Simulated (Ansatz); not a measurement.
Given this structure, the end point of a relaxation (final pressure about 3.6 GPa) with DFT, PAW plane waves, pbe (Ansatz 0.2.0); the starting structure was generated, so it need not be a known form of this composition, written in its standard cell:

```
Sn Rh Se Cd
1.0
     5.91720    0.00000    0.00000
     0.00000    5.91720    0.00000
     0.00000    0.00000   11.37827
Sn Rh Se Cd
2 4 8 2
Direct
  0.50000 0.50000 0.00000
  0.00000 0.00000 0.50000
  0.00000 0.50000 0.75000
  0.50000 0.00000 0.75000
  0.50000 0.00000 0.25000
  0.00000 0.50000 0.25000
  0.74617 0.74617 0.64720
  0.24617 0.75383 0.85280
  0.25383 0.25383 0.64720
  0.75383 0.24617 0.85280
  0.24617 0.24617 0.14720
  0.74617 0.25383 0.35280
  0.75383 0.75383 0.14720
  0.25383 0.74617 0.35280
  0.00000 0.00000 0.00000
  0.50000 0.50000 0.50000
```

Predict the [001] zone-axis pattern (100 kV, kinematic, B = 0.5 Å²).

Answer. The spots form a square net with both shortest vectors at d = 2.96 Å, 90.0° apart. They are 2 0 0 and 0 2 0. The pattern has symmetry 4mm. The lattice centring (I) removes all reflections that break h + k + l = 2n; reflections such as 1 -1 0, 1 1 0, 1 -3 0 are allowed but too weak to see at this display level.

Strongest reflections with d > 1.29 Å, one of each family (|F|² from tabulated Gaussian fits of the electron scattering factors, times a small damping for the curvature of the Ewald sphere):

```tsv
hkl	d (Å)	I (strongest = 100)
2 2 0	2.092	100
4 0 0	1.479	47
2 0 0	2.959	3
4 2 0	1.323	1
```

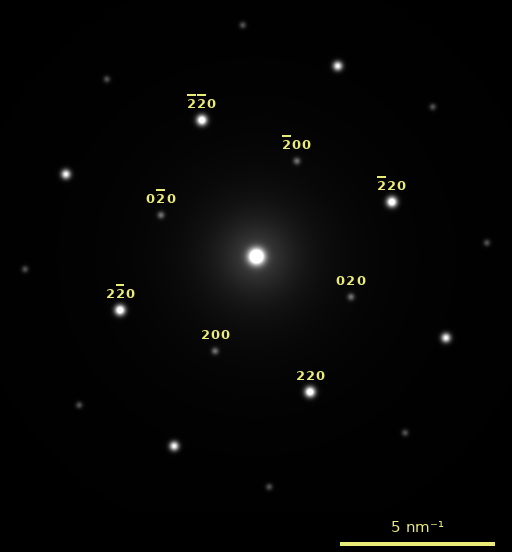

Calculated pattern, seen from the source side with [001] pointing towards the source.
